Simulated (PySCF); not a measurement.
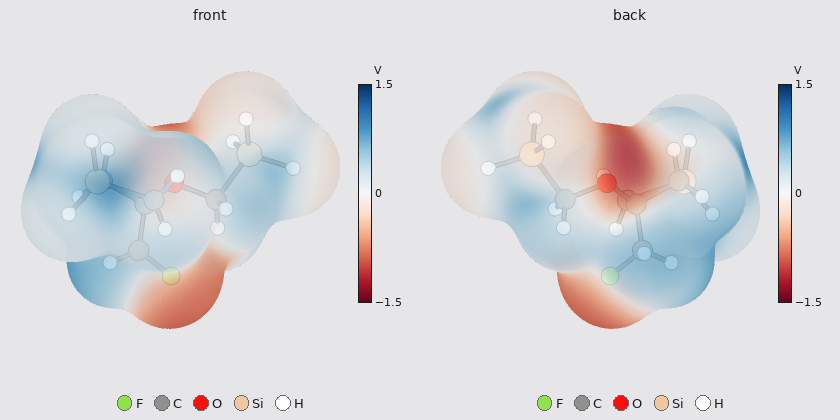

C₅H₁₃FOSi₂ (SMILES FCC1(OC[SiH3])C[SiH2]C1). The molecular electrostatic potential painted on the density surface at 0.001 e/bohr³, seen from the front and from behind; the colour scale runs from red (negative) to blue (positive).

Geometry: GFN2-xTB.

These are results of PBE0/pcSseg-1, SCF density, gas phase, non-relativistic (PySCF), not measurements.

```tsv
atom	x (Å)	y (Å)	z (Å)
F	0.7363	2.1685	0.9233
C	0.9961	1.6382	-0.3191
C	0.5526	0.1778	-0.4421
O	-0.8383	0.0503	-0.6324
C	-1.6729	0.5600	0.4001
Si	-3.3412	-0.3088	0.1207
C	1.2789	-0.4782	-1.6372
Si	2.4511	-1.4101	-0.4522
C	1.1331	-0.6791	0.7146
H	0.4724	2.2629	-1.0500
H	2.0784	1.7109	-0.4616
H	-1.2533	0.3271	1.3843
H	-1.7424	1.6519	0.3326
H	-4.3005	0.1844	1.1129
H	-3.1416	-1.7497	0.2844
H	-3.8040	-0.0173	-1.2345
H	0.5802	-1.1217	-2.1669
H	1.6772	0.2364	-2.3534
H	3.7824	-0.8129	-0.3346
H	2.5089	-2.8640	-0.5719
H	0.3961	-1.4092	1.0455
H	1.4402	-0.0985	1.5812
```

**Which sites attract a positive test charge, and which a negative one?**

A positive charge is drawn to the negative regions and a negative charge to the positive ones. The most negative region (about −1.1 V) lies over O4, the most positive (about +0.9 V) over Si8. O4 is the likeliest acceptor of a hydrogen bond.

**What dipole moment does the calculation give?**

Its dipole moment is 1.18 D.
